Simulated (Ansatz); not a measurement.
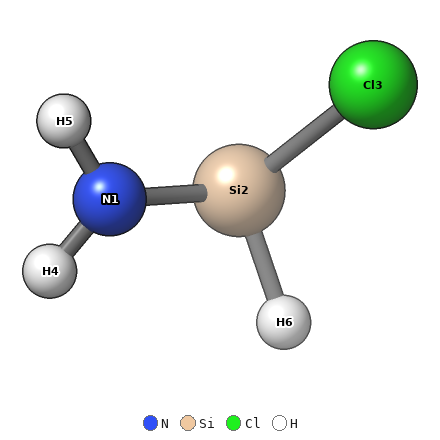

The system is ClH3NSi, SMILES N[SiH]Cl, spin multiplicity 2; the picture shows the reference structure. First axis: angle Cl3–Si2–H6. Second axis: angle H5–N1–H4. Nothing is relaxed (all other coordinates rigid). The grid has 15 × 15 points. Points are written as (first, second). Energies are in kJ/mol, from the lowest grid point. Computed with UKS PBE-D4/def2-SVP in Ansatz.

Its coordinates:

```yaml
atoms:
  - { symbol: N, position_ang: [-0.4843, 0.2557, -0.7176] }
  - { symbol: Si, position_ang: [0.0832, -0.2986, 0.8356] }
  - { symbol: Cl, position_ang: [1.5957, -1.7224, 0.5068] }
  - { symbol: H, position_ang: [-0.9381, 1.1723, -0.7754] }
  - { symbol: H, position_ang: [-0.8996, -0.4019, -1.3833] }
  - { symbol: H, position_ang: [0.6851, 0.9310, 1.4877] }
```

Range: angle Cl3–Si2–H6 from 74.3 to 144.3°; angle H5–N1–H4 from 86.0 to 136.0°.

Q: Predict the map.

A: The lowest grid point is at (109.3°, 111.0°). It is the only kind of minimum in the scanned range. The highest grid point, (74.3°, 136.0°), lies 120 kJ/mol above the lowest. Round the minimum the two coordinates are nearly uncoupled.

```
angle H5–N1–H4 ↓, angle Cl3–Si2–H6 →  74.3  79.3  84.3  89.3  94.3  99.3  104.3  109.3  114.3  119.3  124.3  129.3  134.3  139.3  144.3
                               136.0   120    98    79    65    54    47     42     40     40     43     48     55     65     77     91
                               132.4   109    87    68    54    44    36     31     29     30     33     38     45     55     67     82
                               128.9   100    77    59    45    35    27     23     21     21     24     30     37     47     59     74
                               125.3    92    69    51    37    27    19     15     13     14     17     23     30     40     53     67
                               121.7    86    63    45    31    21    13      9      8      8     12     17     25     35     48     62
                               118.1    81    58    40    27    16     9      5      3      4      8     14     22     32     44     59
                               114.6    78    56    38    24    13     6      2      1      2      6     11     20     30     42     57
                               111.0    77    54    36    23    12     5      1      0      1      5     11     19     30     42     57
                               107.4    77    55    37    23    13     6      2      1      2      6     12     20     31     44     59
                               103.9    80    57    39    26    15     8      5      3      5      9     15     23     34     47     62
                               100.3    84    61    43    30    20    13      9      8      9     13     20     28     39     52     67
                                96.7    90    67    50    36    26    19     15     14     16     20     26     35     45     59     74
                                93.1    98    75    57    44    34    27     23     22     24     28     34     43     54     67     83
                                89.6   108    85    67    53    43    36     33     32     33     38     44     53     64     77     93
                                86.0   119    97    79    65    55    48     44     43     45     49     56     65     76     90    105
```

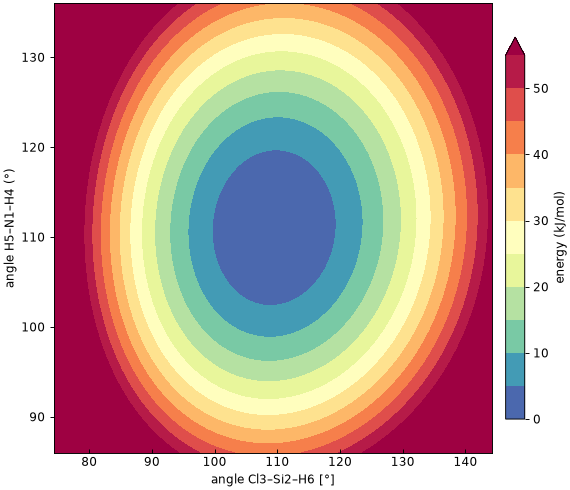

Drawn: filled contours, one colour for all values above the top of the scale. Between grid points the surface is interpolated.

Each point was launched as `ansatz run input.yaml --threads 1 --pin off --max-ram 2560MiB --backend cpu --events-out ev --progress --plain --runs-dir out`. Time for the 225 points that were run: 10 min on 1 thread of Arm Neoverse V2, with other jobs on the host.
